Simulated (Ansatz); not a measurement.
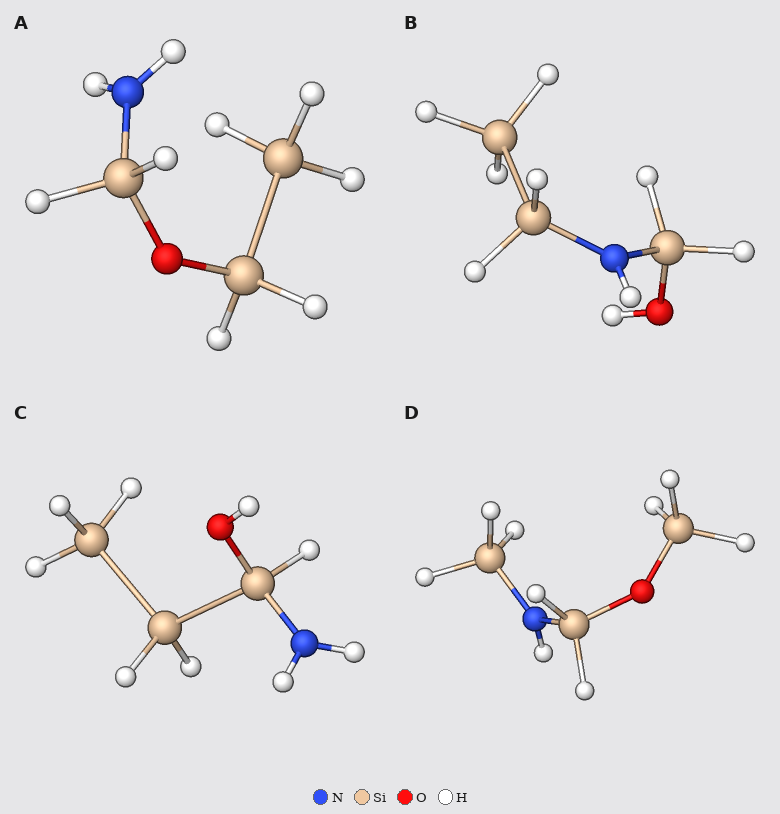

(Drawn from a calculation with Ansatz.)

### Which panel belongs to which SMILES?
(1) O[SiH2]N[SiH2][SiH3]
(2) N[SiH2]O[SiH2][SiH3]
(3) N[Si@H](O)[SiH2][SiH3]
(4) [SiH3]N[SiH2]O[SiH3]

A is (2), B is (1), C is (3), D is (4).
